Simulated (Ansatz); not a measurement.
We consider zinc-blende MgS (metastable phase), described by LDA (plane waves, PAW; Ansatz, an electronic-structure program).

Numerical settings: plane-wave cutoff 520 eV, 10×10×10 k mesh, Fermi–Dirac smearing 0.01 eV, scalar-relativistic PAW data made under PBE.

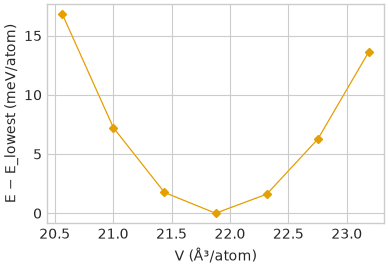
Figure: Total energy against volume

Q: From the curve, estimate the equilibrium volume and the bulk modulus.

A: V0 ≈ 21.9 Å³/atom and B0 ≈ 61 GPa; the fit gives V0 = 21.879 Å³/atom, B0 = 61.5 GPa, B′ = 4.1.

Static lattice: no zero-point or thermal effects.

It cost roughly 30 core-seconds of CPU time.
